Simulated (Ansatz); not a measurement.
# C$_{6}$H$_{15}$ClO$_{3}$Zr (SMILES CC[O][Zr]([Cl])([O]CC)[O]CC): what the fields show

The calculation's input:

```
crystal:
  periodic: [false, false, false]
  atoms:
    - {symbol: C, position_ang: [-1.720549, 0.217971, 3.435336]}
    - {symbol: C, position_ang: [-2.128411, -0.855547, 2.450689]}
    - {symbol: O, position_ang: [-1.140863, -1.072994, 1.490671]}
    - {symbol: Zr, position_ang: [0.331650, -1.036009, 0.272812]}
    - {symbol: Cl, position_ang: [1.521745, -3.110088, 0.374784]}
    - {symbol: O, position_ang: [1.505505, 0.394031, 0.744779]}
    - {symbol: C, position_ang: [2.251278, 1.565410, 0.870958]}
    - {symbol: C, position_ang: [2.264209, 2.357850, -0.417513]}
    - {symbol: O, position_ang: [-0.306893, -0.756496, -1.503150]}
    - {symbol: C, position_ang: [-0.797861, -0.530343, -2.788971]}
    - {symbol: C, position_ang: [-0.387779, -1.638462, -3.732733]}
    - {symbol: H, position_ang: [-0.802506, -0.065722, 3.954721]}
    - {symbol: H, position_ang: [-1.545710, 1.166230, 2.921519]}
    - {symbol: H, position_ang: [-2.504933, 0.370558, 4.180955]}
    - {symbol: H, position_ang: [-2.318415, -1.798967, 2.976613]}
    - {symbol: H, position_ang: [-3.060684, -0.573136, 1.945860]}
    - {symbol: H, position_ang: [3.274384, 1.298978, 1.162248]}
    - {symbol: H, position_ang: [1.830034, 2.169499, 1.684279]}
    - {symbol: H, position_ang: [1.249283, 2.641366, -0.706096]}
    - {symbol: H, position_ang: [2.699534, 1.767615, -1.226993]}
    - {symbol: H, position_ang: [2.855493, 3.269410, -0.299817]}
    - {symbol: H, position_ang: [-1.891467, -0.454544, -2.745470]}
    - {symbol: H, position_ang: [-0.418785, 0.434229, -3.149406]}
    - {symbol: H, position_ang: [-0.773477, -2.599823, -3.387282]}
    - {symbol: H, position_ang: [-0.779107, -1.448233, -4.735328]}
    - {symbol: H, position_ang: [0.700227, -1.708885, -3.793470]}
basis:
  gaussian: {orbitals: def2-TZVPP}
hamiltonian: {xc: pbe0, dispersion: d4}
output: {orbitals: {seedname: orbitals}}
```

Launched as:

```sh
ansatz run in.yaml --threads 11 --pin off --events-out ev --progress --plain --max-ram 120832MiB --backend cuda --devices 0, --max-vram 75GiB
```

Geometry: PBE0-D4/def2-TZVP; core potentials replace the inner electrons of Zr.

Theory: RKS PBE0-D4/def2-TZVPP (Ansatz 0.2.0).

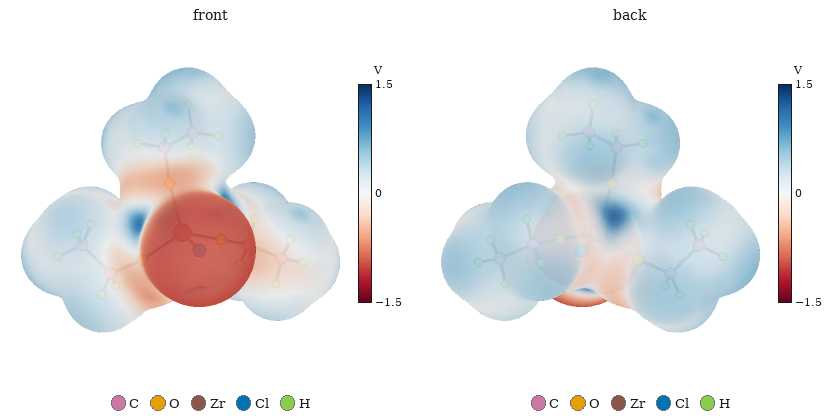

Figure 1. The electrostatic potential painted on the density surface at 0.001 e/bohr³, seen from the front and from behind; red is negative and blue positive.

### Where is the surface potential most negative and most positive?

The most negative region (about −1.0 V) lies over Cl5, the most positive (about +1.0 V) over Zr4.

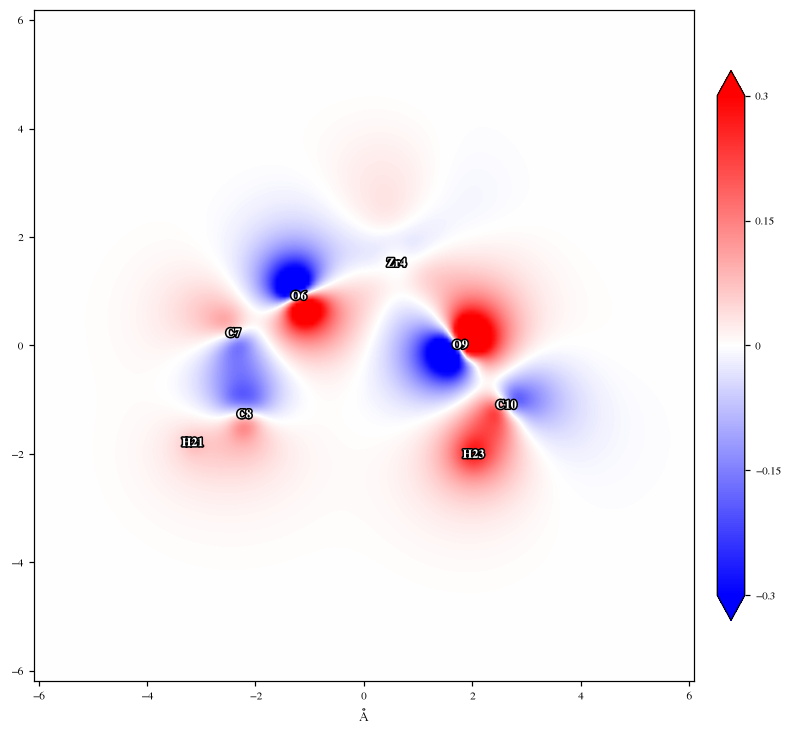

Figure 2. The HOMO on the plane of atoms O6, Zr4 and O9 (values in Å⁻³ᐟ²; the overall sign is arbitrary).

### Describe this orbital and give its energy.

It lies mainly on O9 (about 25 %), O3 (about 25 %), O6 (about 10 %) and C10 (about 5 %). Its energy is −7.92 eV.

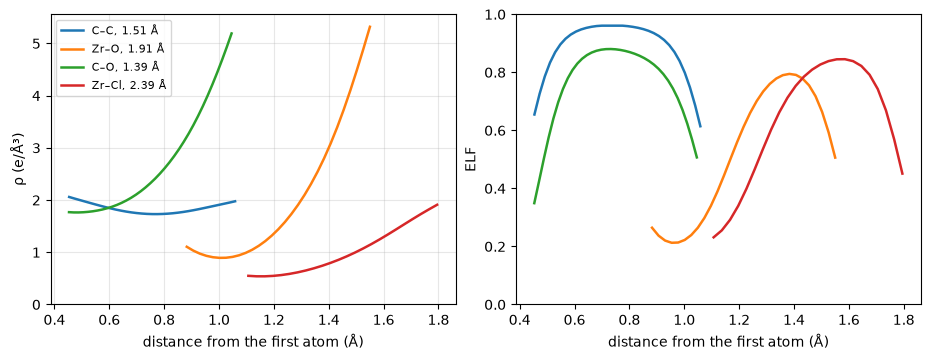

Figure 3. Electron density and ELF along straight lines between neighbouring atoms. The curves leave out the atomic cores.

### What can be read from the curves?

C–C (1.51 Å): ρ is about 1.7 e/Å³ halfway; the ELF peaks at about 0.95 between the atoms, as expected for a covalent bond.
Zr–O (1.91 Å): ρ is about 0.93 e/Å³ halfway; the ELF peaks at about 0.80 in the valence shell of O, 0.5 Å from its nucleus, and drops to about 0.20 between the two atoms.
C–O (1.39 Å): ρ is about 2.1 e/Å³ halfway, with its minimum of 1.8 e/Å³ about 0.5 Å from C; the ELF peaks at about 0.90 between the atoms, as expected for a polar covalent bond.
Zr–Cl (2.39 Å): ρ at the midpoint is about 0.55 e/Å³; the ELF peaks at about 0.85 in the valence shell of Cl, 0.8 Å from its nucleus, and is about 0.35 at the midpoint.
